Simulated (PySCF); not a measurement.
# C2F5, doublet, SMILES `FC(F)(F)[C](F)F`: electronic structure

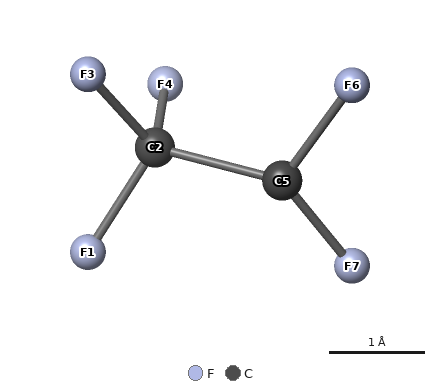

The molecule, with its atoms numbered as below. No frequency check shows the geometry to be a minimum.

Cartesian coordinates (Å):

```
F1       1.1889   -1.0792   -0.5453
C2       0.6102   -0.0001   -0.0244
F3       1.1889    1.0792   -0.5454
F4       0.8945    0.0001    1.2925
C5      -0.8750    0.0000   -0.3049
F6      -1.5479    1.0950    0.0088
F7      -1.5478   -1.0951    0.0089
```

## 1. Bonding charge

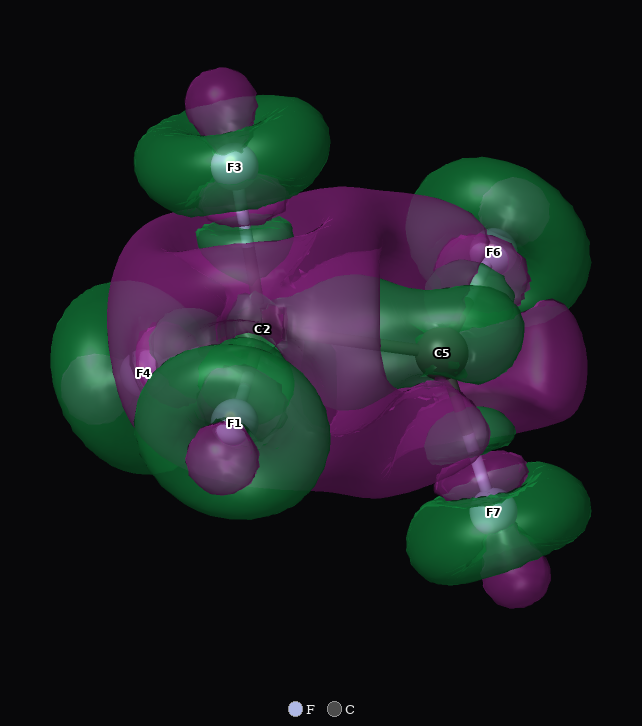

Deformation density (molecule less spherical, spin-averaged free atoms at the same positions), surfaces at ±0.05 e/Å³; green: gain, purple: loss.

PySCF calculation, LDA (SVWN)/6-311G**, gas phase; geometry: GFN2-xTB. The stability of the open-shell solution wasn't checked. GFN2-xTB doesn't know the spin state, so this open-shell geometry is rough.

Q: How much density has each bond gained at its critical point, relative to the free atoms?

A: C2–C5: +0.60 e/Å³ at the bond critical point (bond length 1.51 Å, Mayer order 1.0). F1–C2 and C2–F3: +0.12 e/Å³ at the bond critical point (bond length 1.33 Å, Mayer order 1.1). C2–F4: +0.11 e/Å³ at the bond critical point (bond length 1.35 Å, Mayer order 1.1). C5–F6 and C5–F7: +0.03 e/Å³ at the bond critical point (bond length 1.32 Å, Mayer order 1.2); up to 0.6 Å beside the axis the gain reaches +0.25 e/Å³. In all, 1.3 electrons gather in the regions of gain relative to the promolecule. A small or negative value marks a very polar bond, one between electron-rich atoms, whose free-atom densities already overlap strongly, a long bond to a heavier atom, or a closed-shell contact such as a hydrogen bond.

Q: Where do the Hirshfeld charges lie?

A: The highest Hirshfeld charge is on C2 (+0.20 e), the lowest on F4 (−0.09 e).

## 2. Bond critical points

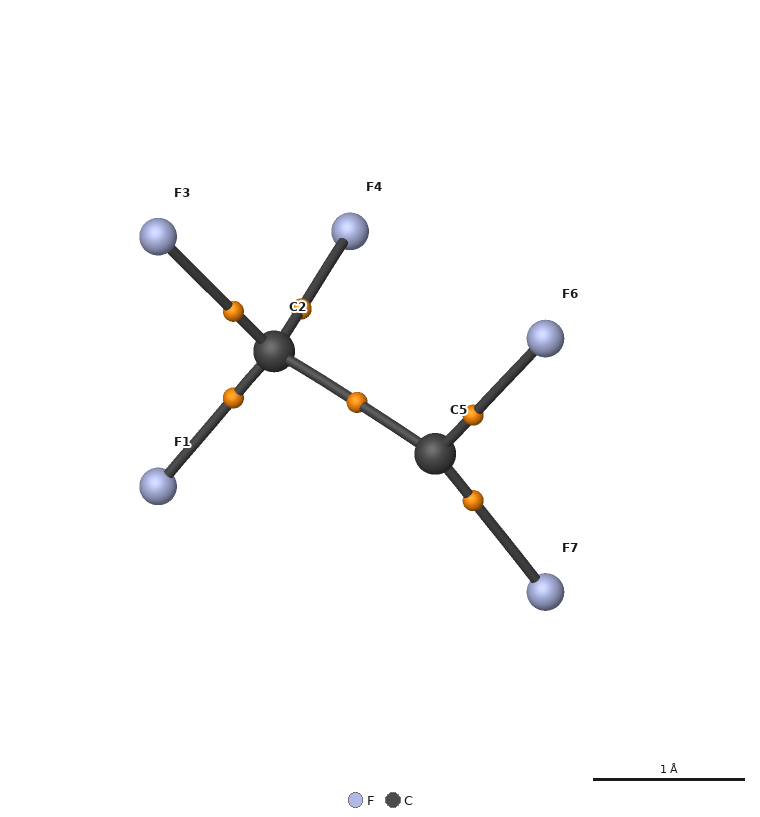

Molecular graph of the electron density (QTAIM): bond paths, bond critical points (orange), ring points (yellow, if any); weak paths are dashed.

Q: How many critical points of each kind are there, and does the count close?

A: 7 nuclei, 6 bond, 0 ring and 0 cage critical points: 7 − 6 + 0 − 0 = 1, as the Poincaré–Hopf relation requires.

Q: Give the properties at the bond critical points.

A:
| bond | length (Å) | ρ (a.u.) | ∇²ρ (a.u.) | ε | H (a.u.) |
| --- | --- | --- | --- | --- | --- |
| F1–C2 (2 alike) | 1.331 | 0.286 | −0.28 | 0.07 | −0.397 |
| C2–F4 | 1.347 | 0.278 | −0.34 | 0.09 | −0.374 |
| C5–F6 (2 alike) | 1.323 | 0.276 | +0.10 | 0.33 | −0.374 |
| C2–C5 | 1.511 | 0.263 | −0.63 | 0.13 | −0.219 |

Q: What kind of interaction is C2–C5?

A: Shared-shell (covalent): ρ = 0.263, ∇²ρ = −0.63, H = −0.219 a.u.

## 3. Electrostatic potential

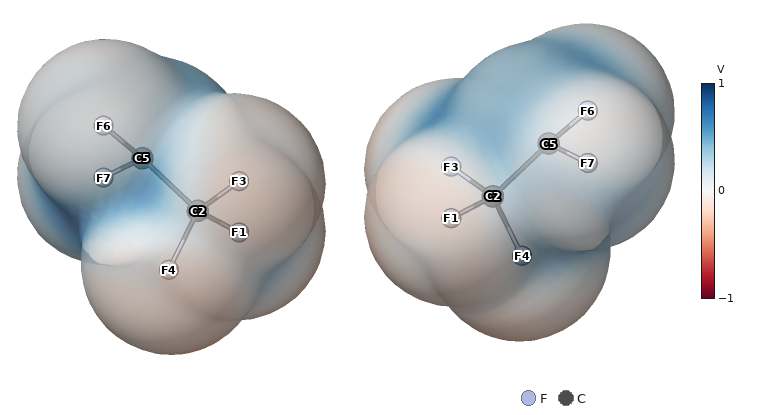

Electrostatic potential on the surface of electron density 0.001 a.u. (back view left, front view right).

Q: Where are the extremes of the potential on the surface?

A: Highest: 0.99 V, off the C5–F6 bond (1.9 Å from its atoms). Further maxima include 0.73 V, over the middle of C2, F3, F4 and F6, about 1.9 Å from them; 0.67 V, off the C2–F3 bond (1.9 to 2.0 Å from its atoms). Lowest: −0.24 V, 1.6 Å from F4, and at like points elsewhere. Further minima include −0.20 V, 1.6 Å from F1, and at like points elsewhere; −0.03 V, 1.6 Å from F7. The surface is sampled at points, so like sites can differ by a few per cent and only the strongest of them is named.

Q: What volume does the surface enclose, and what is the dipole moment?

A: About 85 Å³; the dipole moment is 0.5 D.

## 4. Spin density

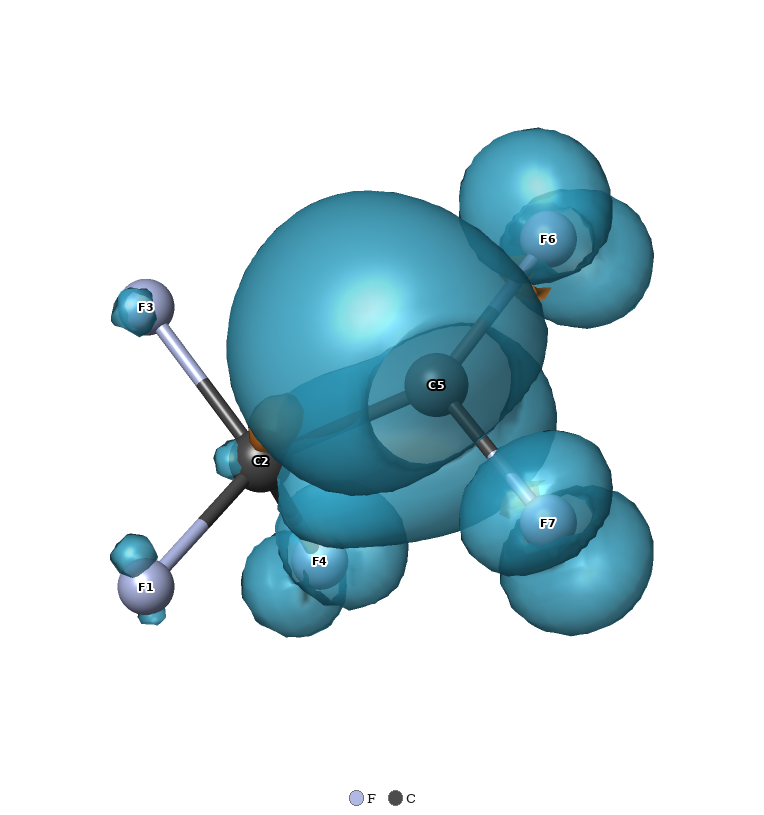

Spin density ρα − ρβ at ±0.02 e/Å³ (light blue: excess α, orange: excess β).

Q: Where is the unpaired spin?

A: Hirshfeld spin populations: C5 +0.62, F6 and F7 +0.13, C2 +0.07 and F4 +0.04. ⟨S²⟩ = 0.75, as for a pure state.

## 5. In an electric field

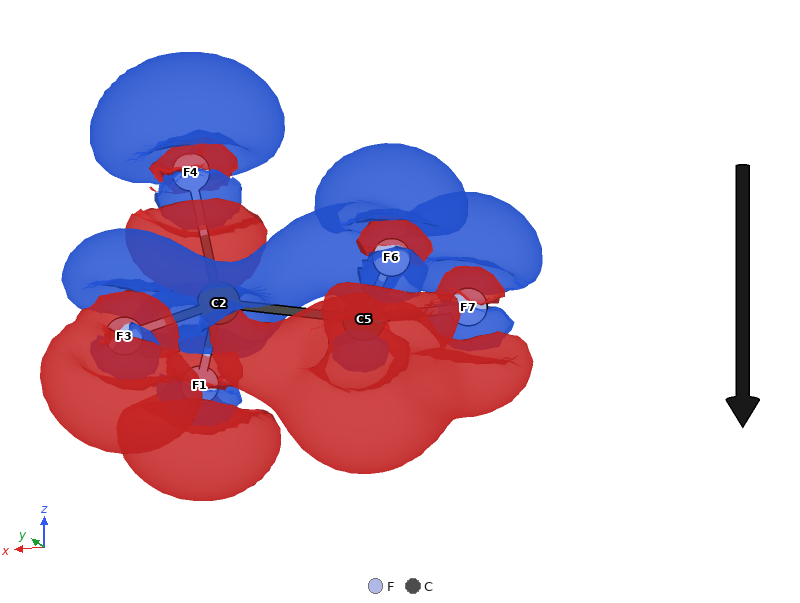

Change of the electron density in a uniform field of 0.26 V/Å along −z (arrow), surfaces at ±0.0015 e/Å³ (blue: gain, red: loss).

Level of theory: PBE0/aug-cc-pVDZ (PySCF), at a geometry from GFN2-xTB. The stability of the open-shell solution wasn't checked. GFN2-xTB doesn't know the spin state, so this open-shell geometry is rough.

Q: How large is the response?

A: The induced dipole is 0.35 D (along the field); α along this axis, from the fields in both directions, is 28 bohr³ (4.1 Å³).

Q: Which atoms gain and lose the most charge?

A: Electrons gather most on F4 (Hirshfeld charge changes by −0.011 e) and leave C5 most (+0.006 e); 0.041 electrons are displaced in all.

## 6. Removing or adding an electron

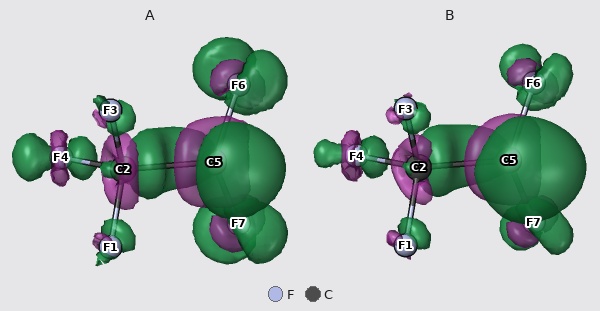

The two Fukui functions at ±0.05 e/Å³ (green positive, purple negative).

Computed with PySCF, ωB97X/def2-SVPD, geometry: GFN2-xTB. GFN2-xTB doesn't know the spin state, so this open-shell geometry is rough.

Q: Which panel is f⁻ (electron removed) and which f⁺ (electron added)?

A: A is f⁻, B is f⁺. f⁻ (Hirshfeld-condensed) is largest on C5 (0.34) and F6 and F7 (0.20 each); the vertical ionisation energy is 10.77 eV (to the singlet cation, which needn't be its lowest state). f⁺ (Hirshfeld-condensed) is largest on C5 (0.40); the vertical electron affinity is 0.65 eV (to the singlet anion, which needn't be its lowest state).

The PySCF runs shown took 7.2 s, 31 s and 41 s on 1 thread of Intel(R) Xeon(R) 6975P-C (Granite Rapids), on a shared host.
